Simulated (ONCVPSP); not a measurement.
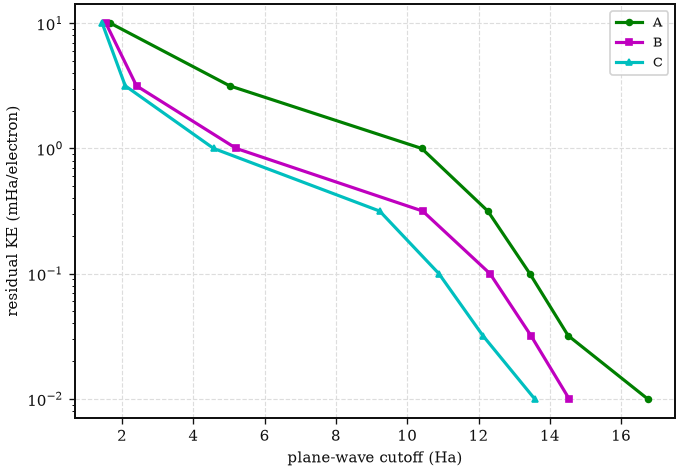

The residual kinetic energy of the 6s wave for 3 variants of one potential.

Base settings:

Hf (Z = 72), optimised norm-conserving Vanderbilt (ONCV), made with ONCVPSP 4.0.1 (PW91, scalar-relativistic). Core [Kr] 4d10 4f14 5s2, reference 5p6 5d2 6s1.5 (charge +0.5). Waves: 6s: rc 2.95 bohr, ncon 4, nbas 7, qcut 2 1/bohr, 1 projector; 5p: rc 1.90 bohr, ncon 5, nbas 9, qcut 7.1 1/bohr, 2 projectors, debl 0.9 Ha; 5d: rc 2.05 bohr, ncon 4, nbas 7, qcut 5.2 1/bohr, 2 projectors, debl 2 Ha. Local part: polynomial inside 1.30 bohr (lpopt 3, dvloc0 4 Ha). Core correction: polynomial model core, fcfact 0.55.

In the p channel the program set the typed energies aside and used -1.431, 0.250 Ha.

### Match the curves to these variants:
1. base
2. s: qcut 1.5; p: qcut 5.4; d: qcut 3.9
3. s: rc 3.14

A = 2, B = 1, C = 3.

### What did the other tests of these runs give?

A: loose cutoff 29 Ha; bound ghosts flagged s; largest test error -20 meV. B: loose cutoff 18 Ha; bound ghosts flagged s; largest test error -39 meV. C: loose cutoff 18 Ha; bound ghosts flagged s; largest test error -31 meV. The loose cutoff is the first of the cutoffs at which the residual kinetic energy of the hardest occupied pseudo-wave falls to 1 and 0.1 mHa per electron.
